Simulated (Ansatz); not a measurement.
# AlCl2F (SMILES [F][Al]([Cl])[Cl]): levels of theory compared

We compute a comparison of 6 runs (B3LYP/STO-3G, UB3LYP/STO-3G, UPBE0/STO-3G, r2SCAN0/STO-3G, CCSDT/STO-3G, CCSD(T)/STO-3G) of AlCl2F. 

Program for the calculation: Ansatz 0.2.0.

61 further runs of the same task are left out: 5 that didn't finish, 56 set aside as unsound or not needed.

**1. Starting point**

AlCl2F: 4 atoms, total charge 0, spin state singlet. As SMILES, `[F][Al]([Cl])[Cl]`. The Al2–F1 distance was set to 4.082 Å, away from the relaxed value. At this shape a bond of the SMILES string is far longer than usual.

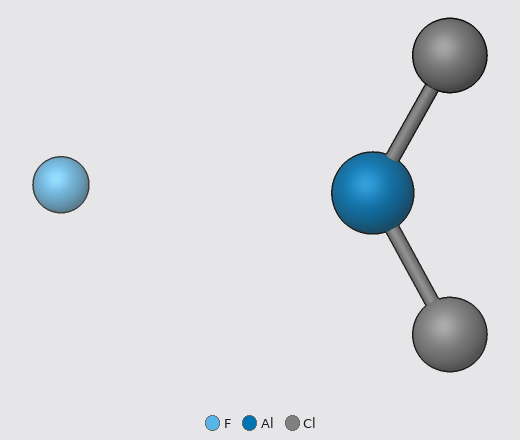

The structure, seen from a chosen angle (fluorine blue, aluminium blue, chlorine grey).

**2. A single-point energy at B3LYP/STO-3G (run 1)**

Input file molecule.yaml:

```yaml
basis:
  gaussian: {orbitals: STO-3G}
crystal:
  periodic: [false, false, false]
  atoms:
    - symbol: F
      position_ang: [0.211349, 0.938250, 4.065452]
    - symbol: Al
      position_ang: [0.004800, 0.021530, 0.093600]
    - symbol: Cl
      position_ang: [1.223040, -1.463690, -0.663450]
    - symbol: Cl
      position_ang: [-1.315270, 1.053930, -1.112510]
accuracy: high
hamiltonian: {xc: {name: B3LYP}}
```

The run is started by

```
$ ansatz run molecule.yaml --threads 1 --pin off --max-ram 3480MiB --events-out events.jsonl --progress --plain --runs-dir runs
```

Output:

```text
Warning: RAYON_NUM_THREADS=1 ignored (pool sized by the plan → 1); use --threads N
Functional definition: B3LYP
  name "B3LYP"
  parameter a0 = 0.2
  parameter ax = 0.72
  parameter ac = 0.81
  exchange = (1 - a0 - ax)*slater_x + ax*b88_x + a0*exact_x
  correlation = (1 - ac)*vwn_rpa_c + ac*lyp_c
554 factors; integrals over basis functions are off by at most 1.8e-8 eV
mean field evaluation 1: about -33950.0659 eV, gradient 3.2e1 eV
mean field evaluation 2: about -33586.6375 eV, gradient 4.3e1 eV
mean field evaluation 4: about -33953.9672 eV, gradient 1.5e1 eV
mean field evaluation 8: about -33953.9672 eV, gradient 1.5e1 eV
mean field evaluation 16: about -33964.2425 eV, gradient 3.9e-6 eV
mean field evaluation 32: about -33963.4484 eV, gradient 1.2e1 eV
mean field -33964.24251898 eV, -1248.1628907820 hartree, gradient 1.9e-8 eV, S^2 0.000000; 4 other end points of the search recorded, 0 dependent functions left out
reference -33964.24254875 eV, -1248.1628918763 hartree; 28, 28 occupied and 4, 4 virtual orbitals, 554 factors
Total energy: -33964.24254875 eV, -1248.1628918763 hartree
```

Wall time 3.3 s (1 thread of Arm Neoverse V1, shared host); peak memory 0.12 GiB.

**3. A single-point energy at UB3LYP/STO-3G (run 2)**

Input file molecule.yaml:

```yaml
crystal:
  periodic: [false, false, false]
  atoms:
    - {symbol: F, position_ang: [0.211349, 0.938250, 4.065452]}
    - {symbol: Al, position_ang: [0.004800, 0.021530, 0.093600]}
    - {symbol: Cl, position_ang: [1.223040, -1.463690, -0.663450]}
    - {symbol: Cl, position_ang: [-1.315270, 1.053930, -1.112510]}
basis:
  gaussian:
    orbitals: STO-3G
accuracy: high
hamiltonian:
  xc: {name: B3LYP}
magnetization:
  spin_polarized: true
  initial_magnetization: 0
```

The run is started by

```
$ ansatz run molecule.yaml --threads 1 --pin off --max-ram 3480MiB --events-out events.jsonl --progress --plain --runs-dir runs
```

Output, cut to the lines that bear on the results:

```text
Warning: RAYON_NUM_THREADS=1 ignored (pool sized by the plan → 1); use --threads N
[... 7 set-up lines as earlier in the session ...]
554 factors; integrals over basis functions are off by at most 1.8e-8 eV
mean field evaluation 1: about -33950.0659 eV, gradient 2.2e1 eV
mean field evaluation 2: about -33586.6375 eV, gradient 3.0e1 eV
mean field evaluation 4: about -33953.9673 eV, gradient 1.1e1 eV
mean field evaluation 8: about -33953.9672 eV, gradient 1.1e1 eV
mean field evaluation 16: about -33964.2425 eV, gradient 5.9e-2 eV
mean field evaluation 32: about -33966.5393 eV, gradient 2.5e-3 eV
mean field evaluation 64: about -33966.5381 eV, gradient 5.1e-3 eV
mean field -33966.53904513 eV, -1248.2472865614 hartree, gradient 7.9e-9 eV, S^2 1.001442; 6 other end points of the search recorded, 0 dependent functions left out
reference -33966.53907526 eV, -1248.2472876688 hartree; 28, 28 occupied and 4, 4 virtual orbitals, 554 factors
Total energy: -33966.53907526 eV, -1248.2472876688 hartree
```

It took 23 s on 1 thread of Arm Neoverse V1, shared host; peak memory 0.19 GiB.

Runs 3 to 5 aren't shown in full; the table further down has their settings and results.

**4. A single-point energy at CCSD(T)/STO-3G (run 6)**

Input file in.yaml:

```yaml
basis:
  gaussian:
    orbitals: STO-3G
crystal:
  periodic: [false, false, false]
  atoms:
    - {symbol: F, position_ang: [0.211349, 0.938250, 4.065452]}
    - {symbol: Al, position_ang: [0.004800, 0.021530, 0.093600]}
    - {symbol: Cl, position_ang: [1.223040, -1.463690, -0.663450]}
    - {symbol: Cl, position_ang: [-1.315270, 1.053930, -1.112510]}
correlation:
  method: ccsd_t
  frozen_orbitals: {Al: 5, Cl: 5, F: 1}
scf:
  omitted_lower_state_checks: [cluster_reference, increment]
accuracy: high
```

The run is started by

```
$ ansatz run in.yaml --threads 1 --pin off --max-ram 3480MiB --events-out events.jsonl --progress --plain --runs-dir runs
```

Output, cut to the lines that bear on the results:

```text
Warning: RAYON_NUM_THREADS=1 ignored (pool sized by the plan → 1); use --threads N
Functional definition: HF
  name "HF"
[...]
554 factors; integrals over basis functions are off by at most 1.8e-8 eV
[...]
mean field -33906.05469443 eV, -1246.0245276710 hartree, gradient 7.6e-8 eV, S^2 0.000000; 5 other end points of the search recorded, 0 dependent functions left out; unrestricted orbitals would lower it
16 core orbitals not correlated: weight in the atoms' cores, before any rotation towards them, 0.999 or more for the frozen orbitals, at most 0.000 for the correlated occupied ones
reference -33906.05469443 eV, -1246.0245276710 hartree; 12, 12 occupied and 4, 4 virtual orbitals, 554 factors
second order -7.85301047 eV of doubles, -0.00000000 eV of singles
cycle   1  -3.10111193 eV  change    -1.4e0 eV  update   1.6e-1
[...]
cycle  41  -7.95417434 eV  change  -4.7e-10 eV  update  5.0e-10
perturbative correction -0.30165642 eV, -0.0110856688 hartree
WARN: these amplitudes may be one of several solutions (largest doubles amplitude 0.99, level shift 18.06 eV)
Total energy: -33914.31052518 eV, -1246.3279238552 hartree
Checks for a lower state left out: cluster_reference, increment
```

It took 0.64 s on 1 thread of Arm Neoverse V1, shared host.

**5. The series**

```csv
run,level,frozen core orbitals,energy (Eh),wall time
1,B3LYP/STO-3G,–,-1248.162892,3.3 s
2,UB3LYP/STO-3G,–,-1248.247288,23 s
3,UPBE0/STO-3G,–,-1247.815858,25 s
4,r2SCAN0/STO-3G,–,-1248.129031,13 s
5,CCSDT/STO-3G,16,-1246.323584,1.6 s
6,CCSD(T)/STO-3G,16,-1246.327924,0.64 s
```

**6. Results**

```
                                           quantity           value
                                run 6: total energy  -1246.32792 Eh
run 6: correlation energy (16 core orbitals frozen)      -303.4 mEh
                              run 6: (T) correction      -11.09 mEh
                               run 6: T1 diagnostic           0.039
```

Totals of different functionals can't be ranked against each other. In run 6 the T1 diagnostic is large, so a single reference may not serve. In runs 5, 6 the log says that unrestricted orbitals would lower the reference, so the values rest on an unstable closed-shell determinant (other closed-shell runs at this shape may share the fault). In runs 1, 2, 3, 4, 5, 6 the basis is minimal, so the values are rough. Spin contamination of the reference: run 3 ⟨S²⟩ = 1.00, run 2 ⟨S²⟩ = 1.00. Where it is this large, the reference is a mixture of spin states, and values that rest on it are in doubt. All runs together took 66 s, the longest 25 s.
